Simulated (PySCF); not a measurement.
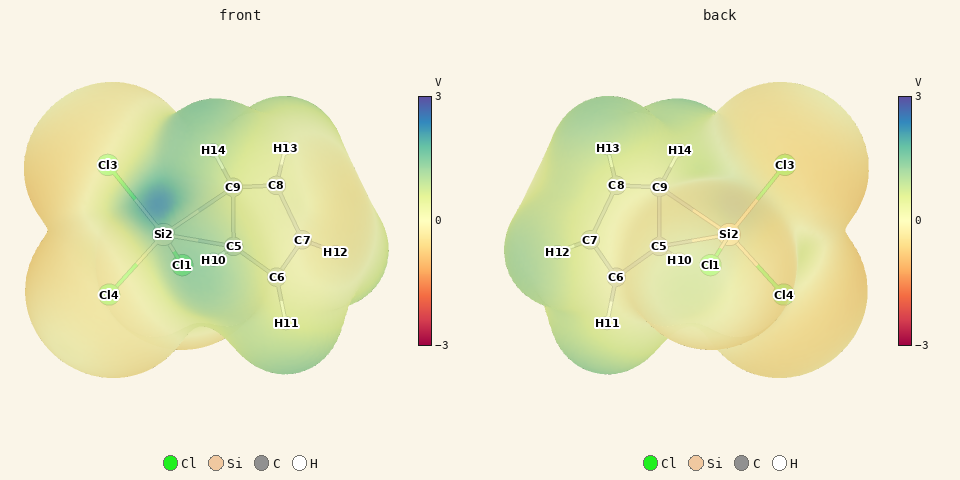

C₅H₅Cl₃Si. The molecular electrostatic potential painted on the density surface at 0.002 e/bohr³, seen from the front and from behind; red is negative and blue positive.

Geometry: PBE0-D3(BJ)/def2-SVP.

Method: PySCF, BHandHLYP/pcSseg-1, SCF density, gas phase, non-relativistic.

```yaml
atoms:
  - { symbol: Cl, position_ang: [1.2974, -1.4457, 1.5849] }
  - { symbol: Si, position_ang: [1.5277, 0.1075, 0.2704] }
  - { symbol: Cl, position_ang: [2.4746, 1.6453, 1.2973] }
  - { symbol: Cl, position_ang: [3.0146, -0.4513, -1.0698] }
  - { symbol: C, position_ang: [-0.0411, 0.1573, -1.1319] }
  - { symbol: C, position_ang: [-0.8534, -0.9715, -0.8955] }
  - { symbol: C, position_ang: [-1.5872, -0.7554, 0.2782] }
  - { symbol: C, position_ang: [-1.2500, 0.4929, 0.8126] }
  - { symbol: C, position_ang: [-0.2925, 1.0998, -0.0309] }
  - { symbol: H, position_ang: [0.4525, 0.4104, -2.0712] }
  - { symbol: H, position_ang: [-0.8534, -1.8783, -1.4995] }
  - { symbol: H, position_ang: [-2.2583, -1.4784, 0.7423] }
  - { symbol: H, position_ang: [-1.6069, 0.9102, 1.7537] }
  - { symbol: H, position_ang: [-0.0240, 2.1572, -0.0406] }
```

**Describe the electrostatic potential map.**

The most negative region (about −0.7 V) lies over Cl3 and Cl4, the most positive (about +2.0 V) over Si2. Cl1 shows a σ-hole: about +0.2 V at the tip opposite its bond, against about −0.3 V on its flanks.

**How polar is the molecule by this calculation?**

Its dipole moment is 2.99 D.
